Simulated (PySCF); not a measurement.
NMR shielding calculation of C3H7NS

C3H7NS, computed with GIAO PBE0/pcSseg-1 NMR shielding, non-relativistic, gas phase (PySCF 2.14.0).

The geometry comes from this level: B3LYP-D3(BJ)/def2-SVP. Figures and captions count atoms from 1; the log counts them from 0 in places.

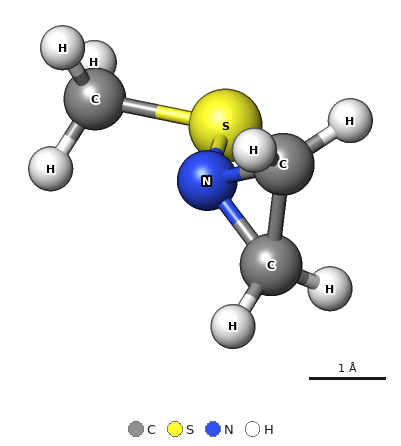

**Figure 1.** The input geometry (ball-and-stick view, seen at a tilt). Bond lengths as drawn: C–C 1.49 Å, C–H 1.10 Å, C–N 1.46 Å, C–S 1.81 Å and N–S 1.75 Å.

Results in brief

- outcome: converged
- total energy: −571.022293 hartree
- HOMO: −6.31 eV
- LUMO: 0.34 eV
- dipole moment: 0.53 D
- isotropic shielding, C: 152.7 to 156.0 ppm
- isotropic shielding, S: 250.3 ppm
- isotropic shielding, N: 224.0 ppm
- isotropic shielding, H: 28.4 to 29.9 ppm
- hardware: 1 CPU thread, shared host
- wall time: 7.4 s
- peak memory: 0.62 GiB

Input file
```
{"job": {"kind": "nmr", "xc": "PBE0", "basis": "pcSseg-1", "pop": false}, "charge": 0, "multiplicity": 1}
C      2.292511    -0.016616     0.253569
S      0.697803     0.059864     1.110496
N     -0.332672     0.000579    -0.298470
C     -1.580001     0.752565    -0.276168
C     -1.584812    -0.738819    -0.211413
H      3.066335     0.022265     1.035985
H      2.413167     0.841433    -0.422942
H      2.390245    -0.956122    -0.309343
H     -1.832717     1.277078    -1.205685
H     -1.840120     1.295701     0.640877
H     -1.847413    -1.198982     0.749145
H     -1.841126    -1.339630    -1.092079
```

The first line tells a small driver script what to run in PySCF; the rest is the geometry in Å.

Launched with:
```bash
OMP_NUM_THREADS=1 python <driver script> task.json out
```

Output
```
coarse grid: 10288 points
cycle   1  E = -570.9753114187  dE =  4.919e-01  |g| = 2.453e-01  |ddm| = 3.057e+00
cycle   2  E = -570.9826196632  dE = -7.308e-03  |g| = 1.877e-01  |ddm| = 4.323e-01
cycle   3  E = -570.9909132189  dE = -8.294e-03  |g| = 4.967e-02  |ddm| = 1.783e-01
cycle   4  E = -570.9915190184  dE = -6.058e-04  |g| = 1.150e-02  |ddm| = 5.497e-02
cycle   5  E = -570.9915492174  dE = -3.020e-05  |g| = 3.702e-03  |ddm| = 1.667e-02
cycle   6  E = -570.9915520542  dE = -2.837e-06  |g| = 1.444e-03  |ddm| = 4.584e-03
final grid: 93968 points
cycle   7  E = -571.0222703997  dE = -1.278e-05  |g| = 9.790e-03  |ddm| = 2.136e-02
cycle   8  E = -571.0222463935  dE =  2.401e-05  |g| = 1.415e-02  |ddm| = 1.967e-02
cycle   9  E = -571.0222928339  dE = -4.644e-05  |g| = 1.694e-03  |ddm| = 1.232e-02
cycle  10  E = -571.0222934451  dE = -6.112e-07  |g| = 1.712e-04  |ddm| = 1.217e-03
cycle  11  E = -571.0222934515  dE = -6.395e-09  |g| = 4.906e-05  |ddm| = 2.327e-04
cycle  12  E = -571.0222934521  dE = -6.091e-10  |g| = 1.390e-05  |ddm| = 7.865e-05
```

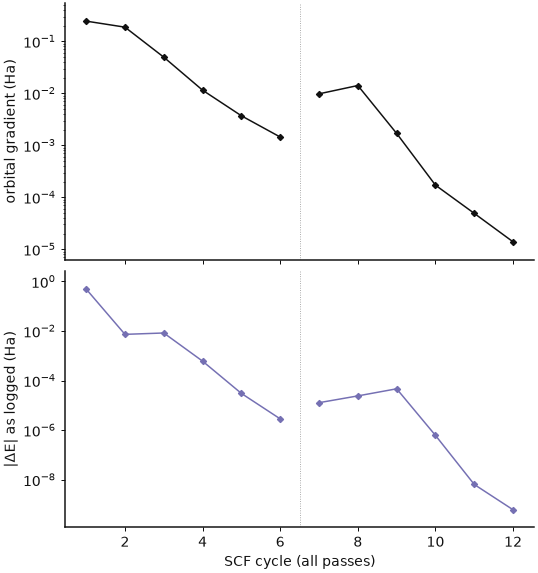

**Figure 2.** Convergence of the self-consistent field: orbital gradient and size of the energy change against the SCF cycle. The dotted line marks the change from a coarse to the final integration grid. The first 6 cycles use a coarse grid, the final grid takes over at cycle 7, and the field converges after 12 cycles in all.

```
converged SCF energy = -571.0222934521

GIAO shielding tensors (ppm)
atom      isotropic    diamagn.    paramagn.     s11        s22        s33       span
  0 C      156.008     249.713     -93.704    130.963    157.795    179.267     48.304
  1 S      250.264    1056.210    -805.945   -100.097     97.852    753.038    853.135
  2 N      224.002     318.499     -94.497    157.446    202.031    312.529    155.083
  3 C      153.108     252.582     -99.474    104.106    164.315    190.903     86.797
  4 C      152.729     252.567     -99.838    103.227    164.217    190.744     87.517
  5 H       29.583      28.396       1.187     25.610     25.780     37.359     11.749
  6 H       28.406      29.647      -1.240     23.471     27.125     34.622     11.151
  7 H       28.396      29.659      -1.263     23.428     27.129     34.630     11.202
  8 H       29.284      29.946      -0.663     23.359     25.805     38.687     15.328
  9 H       29.909      30.323      -0.414     24.813     28.455     36.459     11.646
 10 H       29.909      30.334      -0.425     24.841     28.458     36.429     11.587
 11 H       29.283      29.978      -0.695     23.370     25.806     38.672     15.302
```

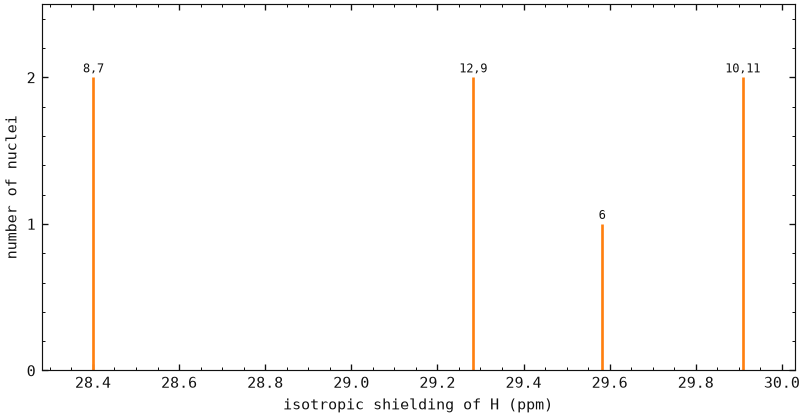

**Figure 3.** Isotropic shieldings of the hydrogen nuclei in this fixed geometry, labelled by atom number; shielding grows to the right, so chemical shift grows to the left. The least shielded is H8 (28.4 ppm), the most shielded H11 (29.9 ppm).
